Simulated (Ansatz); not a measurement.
# Amorphous Zr20O43Y2

Preparation: random packing, a CHGNet melt and quench, and a DFT relaxation. O atoms were pushed apart under 1.9 Å during the dynamics, to hinder bonds among them. The hot cell started wider than the set density and was brought back towards it in steps. It is the lowest in DFT energy of 2 quenches. It is a model cell: composition and starting density were chosen by hand, and all elements were melted together. No dispersion term was used. Cycles of charging and discharging annealed it further.

Methods: PBE, scalar-relativistic without spin-orbit coupling (Ansatz, an electronic-structure program); r2SCAN, scalar-relativistic without spin-orbit coupling (Ansatz); HSE06, scalar-relativistic without spin-orbit coupling (Ansatz). Geometry, pressure, stress and energy are those of the PBE run. Its sampling: a 2×2×2 Γ-centred mesh; Fermi-Dirac width 0.02 eV; no spin polarisation. Other functionals are single points at the zone centre (r2SCAN at 500 eV; exact exchange cut at the cell's faces), free to take moments where seeds were set. At PBE the levels at the filled edge of the gap are localised (band-tail or defect states).

- Number of atoms in the cell = 65
- Density (volume relaxed, without dispersion) = 5.27 g/cm^3
- Volume per atom = 13.04 Å³
- Pressure on a 2×2×2 Γ-centred mesh = -0.19 GPa
- Largest force and stress component on that mesh (the relaxation ran on the zone centre alone) = 0.08 eV/Å and 1.3 GPa
- Level gap on a 2×2×2 Γ-centred mesh (PBE) = 3.33 eV
- Level gap at the zone centre (PBE) = 3.36 eV
- Level gap at the zone centre (r2SCAN) = 3.81 eV
- Level gap at the zone centre (HSE06) = 4.89 eV

Neighbours within Zr-Zr 3.41 Å, Zr-O 2.72 Å, Zr-Y 3.58 Å, O-O 1.58 Å, O-Y 2.82 Å, Y-Y 3.74 Å count as bonded. Two cations that share two anions don't count as bonded, nor two that share one unless they lie closer than Zr-Zr 3.32 Å, Zr-Y 3.48 Å, Y-Y 3.64 Å.

The mean coordination of Zr by anions is 6.45 (11 with 6, 9 with 7). The mean coordination of O is 3.35 (28 with 3, 15 with 4), the mean coordination of Y by anions is 7.50 (1 with 7, 1 with 8) and the mean Zr-O bond comes out as 2.166 Å (spread 0.130 Å, 129 counted). The mean O-Y bond is 2.419 Å (spread 0.178 Å, 15 counted).

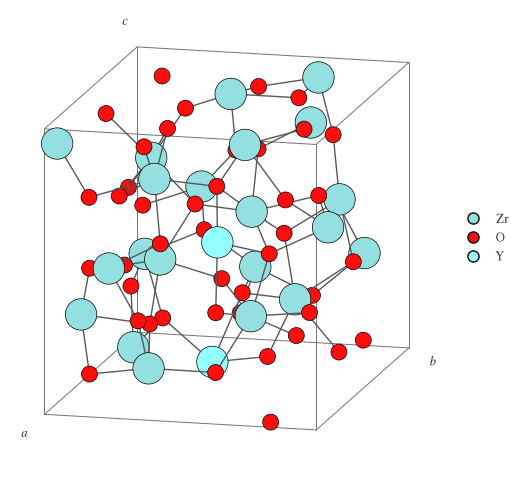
Fig. 1. The relaxed cell

Its density started from a set value of 5.28 g/cm³. The simulated quench (nominally 380 K/ps over its main leg) is rapid and tends to freeze in more defects than a deposited or slowly cooled glass has. Values belong to this one cell and scatter from quench to quench. Volume and shape were free in the relaxation. Stress components on the final sampling reach 1.3 GPa. Cycles of charging lowered its energy after that relaxation.
